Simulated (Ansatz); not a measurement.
**Li2O (anti-fluorite), energy over volume and axial ratio**

Li2O (anti-fluorite)

```yaml
crystal:
  lattice:
    - [0.00000, 2.31307, 2.31307]
    - [2.31307, 0.00000, 2.31307]
    - [2.31307, 2.31307, 0.00000]
  atoms:
    - { symbol: O, position: [0.00000, 0.00000, 0.00000] }
    - { symbol: Li, position: [0.25000, 0.25000, 0.25000] }
    - { symbol: Li, position: [0.75000, 0.75000, 0.75000] }
```

Two coordinates are scanned: the volume, and the ratio of the stretch along z (the conventional c axis) to the stretch across it. Atoms keep their fractional coordinates.

The numbers are results of PBE (plane waves to 420 eV, PAW, scalar-relativistic; Ansatz, a first-principles code), not measurements. k mesh 12×12×12 (Γ-centred), Fermi-Dirac smearing 0.05 eV. E stands for the smeared free energy. Li2O was relaxed with its symmetry unable to fall. ΔE is measured from the relaxed starting cell.

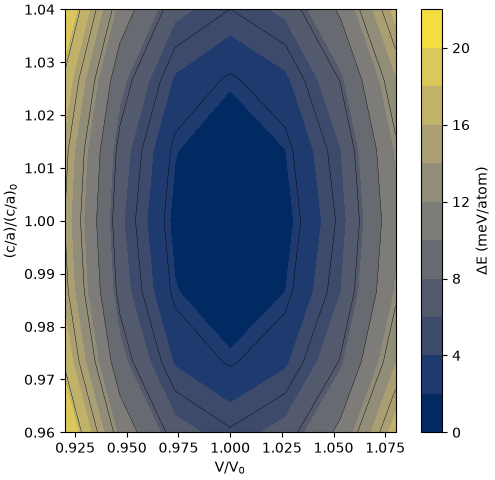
Fig. 1. ΔE (meV/atom) over the 7×7 grid of computed points.

The shear modulus C′ = (C11 − C12)/2 (fit, atoms clamped) comes out as 92 GPa. Lowest place on the grid: V/V₀ = 1.000, (c/a)/(c/a)₀ = 1.000 (0.0 meV/atom). Highest place on the grid: V/V₀ = 0.920, (c/a)/(c/a)₀ = 0.960 (20.1 meV/atom).

Near the relaxed cell σzz − σxx = −2Cδ (compression positive), C being this modulus and δ the logarithm of the ratio.

(A scan under strain: stresses follow from slopes of the energy per volume, elastic moduli from its curvatures.)
